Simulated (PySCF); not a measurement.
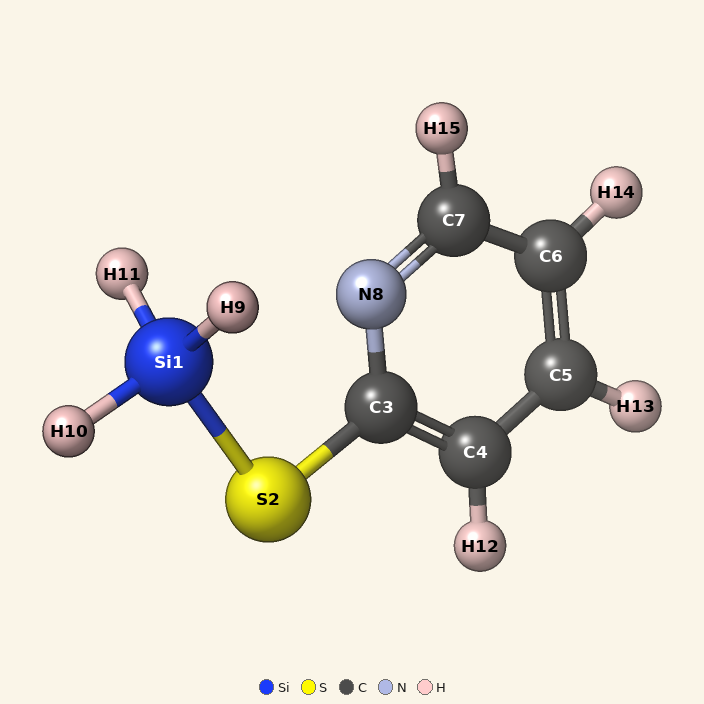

The computed structure is the end point of a PBE0-D3(BJ)/def2-SVP optimisation. No frequency run is at hand to confirm it as a minimum. Method: TDDFT PBE0/def2-SVPD, vertical, gas phase, core orbitals frozen in the response (PySCF 2.14.0), and the same with a continuum solvent (IEF-PCM, Bondi radii x 1.2, gas-phase geometry).

How do dipole (D), HOMO–LUMO gap (eV), lowest singlet (eV) change in cyclohexane (ε = 2.0), water (ε = 78.4)?

```
     medium  dipole (D)  HOMO–LUMO gap (eV)  lowest singlet (eV)
  gas phase        2.83                5.54                 4.58
cyclohexane        3.24                5.61                 4.62
      water        3.90                5.72                 4.72
```
